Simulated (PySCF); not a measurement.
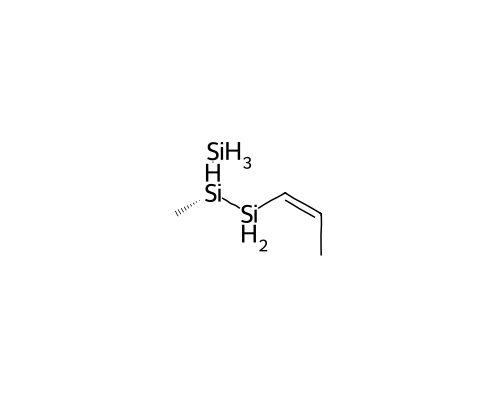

The computed structure is the end point of a GFN2-xTB optimisation. No frequency run is at hand to confirm it as a minimum. Properties computed with PBE0/pcSseg-1, gas phase (PySCF 2.14.0).

Q: Give the LUMO energy (Kohn–Sham orbital) at this level.

A: −0.42 eV.

Q: What is the dipole moment?

A: 1.24 D.

Q: Give the HOMO energy (Kohn–Sham orbital) at this level.

A: −7.28 eV.

The geometry is semi-empirical. Around Si such bond lengths and angles can be off by a tenth of an ångström or more and by several degrees, and values that hang on the shape move with them.
